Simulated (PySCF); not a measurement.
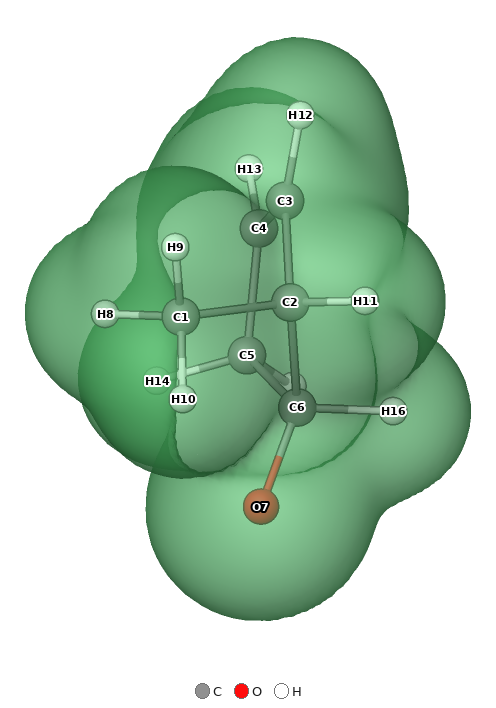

Figure. C6H9O (doublet). Isosurface of the total electron density at 0.05 e/Å³ (green), seen at an oblique angle.

Geometry: GFN2-xTB.

Computed with UKS B3LYP, pcH-1 on C H O, non-relativistic, mean-field spin-orbit, GIAO (PySCF).

```json
{"atom": "C", "x (Å)": "1.7202", "y (Å)": "-0.3058", "z (Å)": "0.5730"}
{"atom": "C", "x (Å)": "0.7614", "y (Å)": "0.2478", "z (Å)": "-0.4779"}
{"atom": "C", "x (Å)": "-0.0606", "y (Å)": "1.3787", "z (Å)": "0.0397"}
{"atom": "C", "x (Å)": "-1.2872", "y (Å)": "1.0173", "z (Å)": "0.3928"}
{"atom": "C", "x (Å)": "-1.5603", "y (Å)": "-0.4230", "z (Å)": "0.1221"}
{"atom": "C", "x (Å)": "-0.3727", "y (Å)": "-0.8625", "z (Å)": "-0.7742"}
{"atom": "O", "x (Å)": "0.0148", "y (Å)": "-2.0955", "z (Å)": "-0.7625"}
{"atom": "H", "x (Å)": "1.1886", "y (Å)": "-0.5202", "z (Å)": "1.4966"}
{"atom": "H", "x (Å)": "2.5025", "y (Å)": "0.4237", "z (Å)": "0.7753"}
{"atom": "H", "x (Å)": "2.1679", "y (Å)": "-1.2268", "z (Å)": "0.2087"}
{"atom": "H", "x (Å)": "1.3236", "y (Å)": "0.5047", "z (Å)": "-1.3783"}
{"atom": "H", "x (Å)": "0.3526", "y (Å)": "2.3709", "z (Å)": "0.1132"}
{"atom": "H", "x (Å)": "-2.0377", "y (Å)": "1.6673", "z (Å)": "0.8096"}
{"atom": "H", "x (Å)": "-1.5633", "y (Å)": "-1.0125", "z (Å)": "1.0423"}
{"atom": "H", "x (Å)": "-2.5217", "y (Å)": "-0.5851", "z (Å)": "-0.3687"}
{"atom": "H", "x (Å)": "-0.6358", "y (Å)": "-0.5701", "z (Å)": "-1.8232"}
```

**What does this surface tell about the bonding?**

At this value the surface is in one piece. It bridges the sampled C–O (1.29 Å), C–C (1.33 Å), C–H (1.08 Å) and C–C (1.49 Å) contacts, where the density stays above the isovalue. On the grid the lowest density along these lines, outside the cores, is 2.3 e/Å³ (C–O, 1.29 Å), 2.3 e/Å³ (C–C, 1.33 Å), 1.9 e/Å³ (C–H, 1.08 Å) and 1.8 e/Å³ (C–C, 1.49 Å).
